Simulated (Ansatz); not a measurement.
## Geometry relaxation of B4O2

B4O2, multiplicity 3, SMILES [O+]#[B-]B=B[B-]#[O+], computed with UKS PBE-D4/def2-SVP (Ansatz 0.2.0).

The geometry comes from this level: GFN2-xTB.

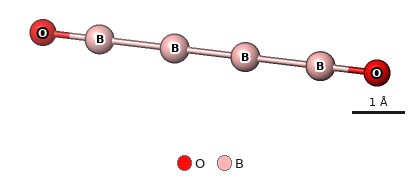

**Figure 1.** The input geometry (ball-and-stick view, seen at a tilt).

Input
```yaml
crystal:
  periodic: [false, false, false]
  atoms:
    - { symbol: O, position_ang: [0.0, 0.0, -3.53831] }
    - { symbol: B, position_ang: [0.0, 0.0, -2.33994] }
    - { symbol: B, position_ang: [0.0, 0.0, -0.74833] }
    - { symbol: B, position_ang: [0.0, 0.0, 0.74824] }
    - { symbol: B, position_ang: [0.0, 0.0, 2.34001] }
    - { symbol: O, position_ang: [0.0, 0.0, 3.53833] }
magnetization:
  spin_polarized: true
  initial_magnetization: 2
basis:
  gaussian: { orbitals: def2-SVP }
hamiltonian:
  xc: pbe
  dispersion: d4
relax:
  f_tol: 0.03
  max_steps: 200
```

Hardware: 4 threads of Intel Xeon @ 2.50GHz (Skylake/Cascade Lake), 64 GiB of memory available, shared host.

Command:
```bash
ansatz run input.yaml --threads 4 --pin off --max-ram 10240MiB --backend cpu --events-out ev --progress --plain --runs-dir out
```

The program's output
```
The last accepted step is kept in [file] (removed where the run ends without a failure and the disk answers)
Engine: ansatz 0.2.0, x86_64-unknown-linux-gnu
Functional definition: PBE
  parameter kappa = 0.804
  parameter beta = 0.06672455060314922
  exchange = pbe_x(kappa = kappa, mu = beta*pi^2/3)
  correlation = pbe_c(beta = beta)
902 factors; their error is unknown
mean field evaluation 1: about -6774.5617 eV, gradient 5.2e1 eV
mean field evaluation 2: about -6591.8228 eV, gradient 1.8e2 eV
mean field evaluation 4: about -6784.2803 eV, gradient 8.2e0 eV
mean field evaluation 8: about -6784.7642 eV, gradient 1.3e-1 eV
mean field evaluation 16: about -6784.7363 eV, gradient 4.2e-4 eV
mean field -6784.73625815 eV, -249.3344586276 hartree, gradient 1.2e-5 eV, S^2 2.005288; 0 other end points of the search recorded, 0 dependent functions left out
the calculation of the forces begins
reference -6784.73629482 eV, -249.3344599750 hartree; 19, 17 occupied and 65, 67 virtual orbitals, 902 factors
relax step   1: F+E_penalty+E_count = -6784.86878834 eV  Δ(F+E_penalty+E_count) = +0.000e0 eV  max|allowed force component| = 1.965e0 eV/Å  Δτ_max = 0.0000 Å  (34 SCF iters, accepted)
these checks for a lower state are left out or cut short: starts, cluster_reference, orbital_swaps, neighbouring_geometries, increment
902 factors; their error is unknown
mean field -6784.86135482 eV, -249.3390558455 hartree, gradient 4.1e-5 eV, S^2 2.005652; 0 other end points of the search recorded, 0 dependent functions left out
the calculation of the forces begins
reference -6784.86139150 eV, -249.3390571935 hartree; 19, 17 occupied and 65, 67 virtual orbitals, 902 factors
relax step   2: F+E_penalty+E_count = -6784.99173377 eV  Δ(F+E_penalty+E_count) = -1.229e-1 eV  max|allowed force component| = 2.579e-1 eV/Å  Δτ_max = 0.0686 Å  (31 SCF iters, accepted)
these checks for a lower state are left out or cut short: starts, cluster_reference, orbital_swaps, neighbouring_geometries, increment
902 factors; their error is unknown
mean field evaluation 32: about -6784.8682 eV, gradient 4.7e-5 eV
mean field -6784.86823698 eV, -249.3393087601 hartree, gradient 4.7e-5 eV, S^2 2.005763; 0 other end points of the search recorded, 0 dependent functions left out
the calculation of the forces begins
reference -6784.86827369 eV, -249.3393101094 hartree; 19, 17 occupied and 65, 67 virtual orbitals, 902 factors
relax step   3: F+E_penalty+E_count = -6784.99796278 eV  Δ(F+E_penalty+E_count) = -6.229e-3 eV  max|allowed force component| = 1.648e-2 eV/Å  Δτ_max = 0.0197 Å  (32 SCF iters, accepted)
```

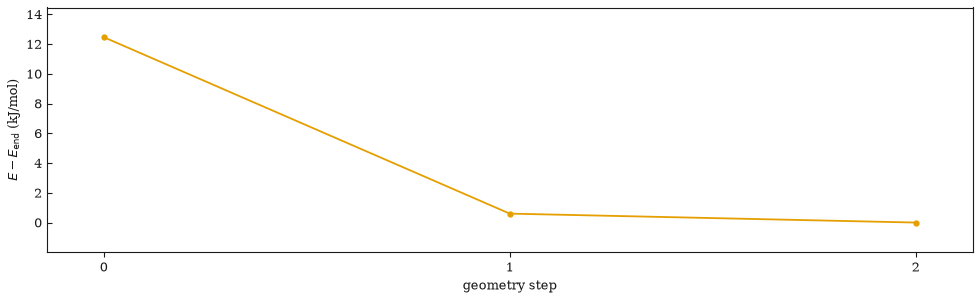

**Figure 2.** Progress of the relaxation, step by step (the first geometry is step 0 here and step 1 in the log).

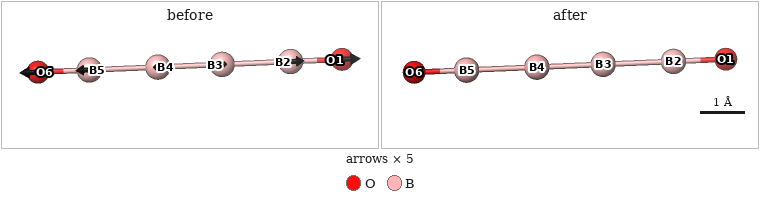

**Figure 3.** Before (left) and after (right) the relaxation, at one scale (ball-and-stick view, seen at a tilt). The black arrows give the displacements, magnified 5 times. The energy falls by 12.5 kJ/mol in 2 geometry steps. Largest force component: 2 eV/Å at the start, 0.016 eV/Å at the end. The largest moves after the best rigid fit, 0.088 Å, are those of O1 and O6. Largest moves by element: O 0.088 Å, B 0.067 Å. Distances before and after: B3–B4 1.497 → 1.544 Å, B2–B3 1.592 → 1.635 Å, B5–O6 1.198 → 1.220 Å. (Atoms are counted from 1 in the order of the input.)

```
902 factors; their error is unknown
mean field -6784.86823698 eV, -249.3393087601 hartree, gradient 4.7e-5 eV, S^2 2.005763; 1 other end points of the search recorded, 0 dependent functions left out
the calculation of the forces begins
reference -6784.86827369 eV, -249.3393101094 hartree; 19, 17 occupied and 65, 67 virtual orbitals, 902 factors
Total energy: -6784.99799949 eV, -249.3440774445 hartree
Atom 0 at     0.000000     0.000000    -3.626605 Å, force    -0.000000     0.000000    -0.002132 eV/Å
Atom 1 at    -0.000000    -0.000000    -2.406727 Å, force     0.000000    -0.000000    -0.016477 eV/Å
Atom 2 at    -0.000000    -0.000000    -0.771964 Å, force     0.000000    -0.000000     0.007052 eV/Å
Atom 3 at     0.000000     0.000000     0.771960 Å, force    -0.000000     0.000000    -0.006919 eV/Å
Atom 4 at     0.000000     0.000000     2.406729 Å, force     0.000000     0.000000     0.016242 eV/Å
Atom 5 at    -0.000000    -0.000000     3.626606 Å, force    -0.000000    -0.000000     0.002234 eV/Å
Dipole moment:     0.000000     0.000000     0.000001 e Å
```

Trajectory as extended XYZ (Å, eV, eV/Å), 3 frames, from step=1 to step=3
```
6
Properties=species:S:1:pos:R:3:forces:R:3 step=1 energy=-6784.86879
O     0.0000    0.0000   -3.5383    0.0000   0.0000  -1.9601
B     0.0000    0.0000   -2.3399    0.0000   0.0000   0.8405
B     0.0000    0.0000   -0.7483    0.0000   0.0000  -0.6303
B     0.0000    0.0000    0.7482    0.0000   0.0000   0.6345
B     0.0000    0.0000    2.3400    0.0000   0.0000  -0.8491
O     0.0000    0.0000    3.5383    0.0000   0.0000   1.9645
6
Properties=species:S:1:pos:R:3:forces:R:3 step=2 energy=-6784.99173
O     0.0000    0.0000   -3.6069    0.0000   0.0000  -0.2572
B     0.0000    0.0000   -2.3899    0.0000   0.0000  -0.0344
B     0.0000    0.0000   -0.7668    0.0000   0.0000  -0.0700
B     0.0000    0.0000    0.7668    0.0000   0.0000   0.0713
B     0.0000    0.0000    2.3900    0.0000   0.0000   0.0324
O     0.0000    0.0000    3.6069    0.0000   0.0000   0.2579
6
Properties=species:S:1:pos:R:3:forces:R:3 step=3 energy=-6784.99796
O     0.0000    0.0000   -3.6266    0.0000   0.0000  -0.0021
B     0.0000    0.0000   -2.4067    0.0000   0.0000  -0.0165
B     0.0000    0.0000   -0.7720    0.0000   0.0000   0.0071
B     0.0000    0.0000    0.7720    0.0000   0.0000  -0.0069
B     0.0000    0.0000    2.4067    0.0000   0.0000   0.0162
O     0.0000    0.0000    3.6266    0.0000   0.0000   0.0022
```

Results in brief

```tsv
quantity	value
outcome	converged
total energy	−6784.9980 eV
mean-field energy	−6784.8683 eV
⟨S²⟩	2.006
SCF solution under orbital rotations	stable
largest force (length of the vector) at the end	0.016 eV/Å
wall time	3.2 s (CPU time 11 s)
peak memory	0.15 GiB
```
